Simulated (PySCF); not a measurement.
# C3H6OSi: NMR shifts, electronic excitations and K edges in gas and solvents, part 2 of 2

PySCF 2.14.0. Atoms count from 0. The steps go on from the part before.

### Step 8. Core excitations: BHandHLYP/def2-SVPD+aug-pcX-1+pcseg-1

The job: settings as JSON, then the geometry in Å.

```
{"job": {"kind": "xas", "xc": "BHandHLYP", "basis": {"default": "aug-pcX-1", "H": "pcseg-1", "Si": "def2-SVPD"}}, "charge": 0, "multiplicity": 1}
C      2.778174     0.193886    -0.020840
C      1.678205    -0.323066    -0.090733
Si     0.006979    -1.085862    -0.181829
O     -1.154015     0.083332    -0.363115
C     -1.342264     1.152389     0.523991
H      3.751444     0.648918     0.037304
H     -0.199665    -1.862204     1.077906
H     -0.086237    -1.962298    -1.375380
H     -1.646078     0.805542     1.529030
H     -0.428107     1.763404     0.633511
H     -2.141710     1.798241     0.131124
```

Level: core-valence-separated TDA BHandHLYP/aug-pcX-1 H:pcseg-1 Si:def2-SVPD, K edges, non-relativistic, gas phase.

Standard output:

```text
coarse grid: 9688 points
cycle   1  E = -482.2488724618  dE =  4.116e-01  |g| = 6.298e-01  |ddm| = 3.483e+00
cycle   2  E = -482.2298746370  dE =  1.900e-02  |g| = 7.420e-01  |ddm| = 1.178e+00
cycle   3  E = -482.3260188365  dE = -9.614e-02  |g| = 7.133e-02  |ddm| = 5.690e-01
cycle   4  E = -482.3269122641  dE = -8.934e-04  |g| = 2.967e-02  |ddm| = 8.538e-02
cycle   5  E = -482.3271070129  dE = -1.947e-04  |g| = 1.242e-02  |ddm| = 4.607e-02
cycle   6  E = -482.3271428780  dE = -3.587e-05  |g| = 3.263e-03  |ddm| = 1.043e-02
cycle   7  E = -482.3271454172  dE = -2.539e-06  |g| = 2.535e-04  |ddm| = 3.449e-03
final grid: 88992 points
cycle   8  E = -482.3816837171  dE = -5.204e-05  |g| = 2.245e-03  |ddm| = 2.568e-02
cycle   9  E = -482.3816840206  dE = -3.035e-07  |g| = 1.429e-03  |ddm| = 3.306e-03
cycle  10  E = -482.3816844462  dE = -4.256e-07  |g| = 3.965e-04  |ddm| = 1.256e-03
cycle  11  E = -482.3816844682  dE = -2.200e-08  |g| = 2.111e-04  |ddm| = 4.187e-04
cycle  12  E = -482.3816844781  dE = -9.866e-09  |g| = 3.143e-05  |ddm| = 1.704e-04
cycle  13  E = -482.3816844783  dE = -2.594e-10  |g| = 1.333e-05  |ddm| = 3.760e-05
converged SCF energy = -482.3816844783

C K edge
   eV          f      from atoms
  282.748   0.05082   C1
  282.824   0.05340   C1
  283.011   0.05275   C0
  283.249   0.05449   C0
  286.105   0.01311   C0
  286.309   0.00011   C1
  286.410   0.01540   C1
  286.554   0.02782   C4
  286.835   0.00300   C1
  287.038   0.01280   C1 C0
  287.066   0.00013   C0 C1
  287.116   0.00052   C4
  287.173   0.00576   C1
  287.547   0.00509   C0 C1
  287.580   0.00033   C1 C0
  287.655   0.03684   C4

O K edge
   eV          f      from atoms
  532.322   0.00939   O3
  533.786   0.00923   O3
  533.851   0.00928   O3
  534.113   0.01087   O3
  534.280   0.01473   O3
  534.885   0.00079   O3
  534.994   0.00073   O3
  535.138   0.00239   O3
```

It took 8.4 s on 1 thread, shared host.

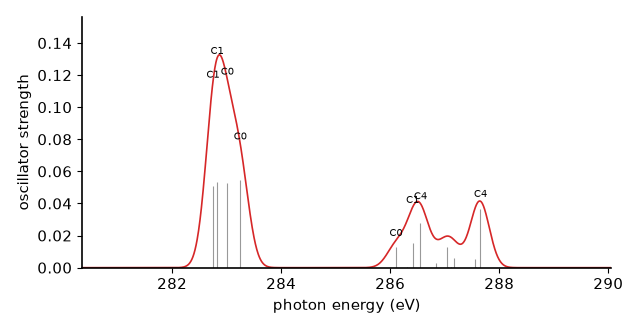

The C K edge. Lines are broadened to a width of 0.40 eV (Gaussian).

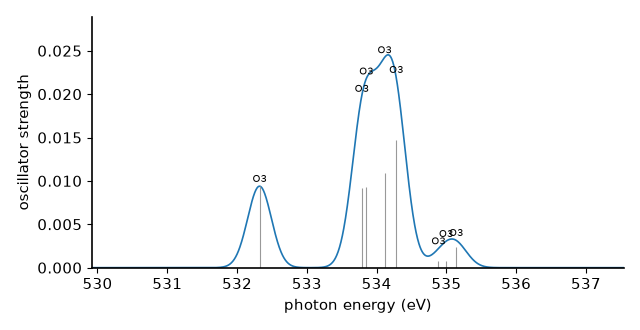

The O K edge. Lines are broadened to a width of 0.40 eV (Gaussian).

### Step 9. Side by side: NMR shifts

Shifts (ppm) of some atoms, chosen among heavy atoms and hydrogens apart, means over like atoms, with basis size and wall time:

```tsv
run	C0	C1	C4	H8	H5	Si2	O3	functions	time
PBE0/pcSseg-1 in acetone	108.8	85.9	54.2	3.75	2.93	-44.6	9.4	122	7.4 s
PBE0/pcSseg-1 in water	109.1	85.9	54.2	3.76	2.96	-44.5	9.6	122	6.1 s
```

The continuum's effect on the ground state:

```tsv
solvent	ε	polarisation energy (Eh)	μ (D)
acetone	20.49	-0.0066	1.91
water	78.36	-0.0071	1.93
```

### Step 10. Comparing the runs: electronic excitations

Excitations and ground-state properties, with basis size and wall time:

```tsv
run	lowest singlet (eV)	brightest (eV)	f	gap (eV)	α (Å³)	μ (D)	functions	time
wB97X-D/def2-SVPD	5.88	7.74	0.036	11.36	9.50	1.41	155	13 s
wB97X-D/def2-SVPD in acetone	5.94	7.75	0.061	11.40	12.23	1.83	155	11 s
wB97X-D/def2-SVPD in water	5.95	7.75	0.058	11.40	12.44	1.86	155	11 s
```

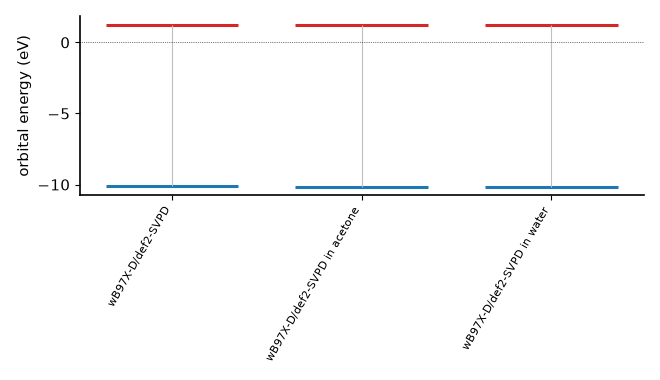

HOMO (blue) and LUMO (red) run by run.

The continuum's effect on the ground state:

```tsv
solvent	ε	polarisation energy (Eh)	μ (D)
acetone	20.49	-0.0063	1.83
water	78.36	-0.0068	1.86
```

### Step 11. Summary of results

This closing draws on all 2 parts.

```
                                                                       quantity                                                  value
                                                                    point group                                                     C1
                                           rotational constants (main isotopes)                                   7.09, 2.54, 1.99 GHz
                                ¹³C shifts against TMS (PBE0/pcSseg-1, acetone)                                  108.8, 85.9, 54.2 ppm
¹H shifts against TMS (PBE0/pcSseg-1, acetone, means over atoms taken as alike)                                   4.78, 3.75, 2.93 ppm
                               ²⁹Si shifts against TMS (PBE0/pcSseg-1, acetone)                                              -44.6 ppm
                                ¹⁷O shifts against H2O (PBE0/pcSseg-1, acetone)                                                9.4 ppm
                                             lowest singlet (wB97X-D/def2-SVPD)                            5.88 eV (211 nm), f = 0.000
                                       brightest single state of those computed                            state 5, 7.74 eV, f = 0.036
                                                                       C K edge  first line 282.75 eV, strongest 283.25 eV (f = 0.054)
                                                                       O K edge  first line 532.32 eV, strongest 534.28 eV (f = 0.015)
                                                       range of the shift of C0                                     108.8 to 109.1 ppm
                                                    range of the lowest singlet                                        5.88 to 5.95 eV
```

What this shows: The optimisation took 5 steps and gained 0.124 eV; among the close pairs (by a distance rule), Si2–O3 changed most, from 1.623 to 1.658 Å. No frequency check was run at this level, so the end point may be a saddle. At PBE0/pcSseg-1: The widest tensor belongs to C1: span 288 ppm, with a paramagnetic part of -161 ppm. The first singlet state (HOMO→LUMO 0.59, HOMO−1→LUMO 0.18) lies at 5.88 eV and is dark; of the 6 states computed, the strongest absorption comes from state 5 at 7.74 eV. At the C edge the strongest single line lifts a 1s electron of C0 into LUMO+2 (weight 0.76), 0.5 eV above the first line. At the O edge the strongest single line lifts a 1s electron of O3 into several orbitals, led by LUMO+5 (weight 0.25), 2.0 eV above the first line. Absolute edge energies from this method are off by several eV; spacings are better. In ppm, C0 moves most: its shift spreads over 0.3 ppm, from 108.8 (PBE0/pcSseg-1 in acetone) to 109.1 (PBE0/pcSseg-1 in water). The continuum holds electrostatics alone: no hydrogen bonds to the solvent, and the gas-phase geometry is kept. The lowest singlet runs from 5.88 eV (wB97X-D/def2-SVPD) to 5.95 eV (wB97X-D/def2-SVPD in water), while the orbital gap spans 11.36 to 11.40 eV. The lowest state need not be the same one in every run.
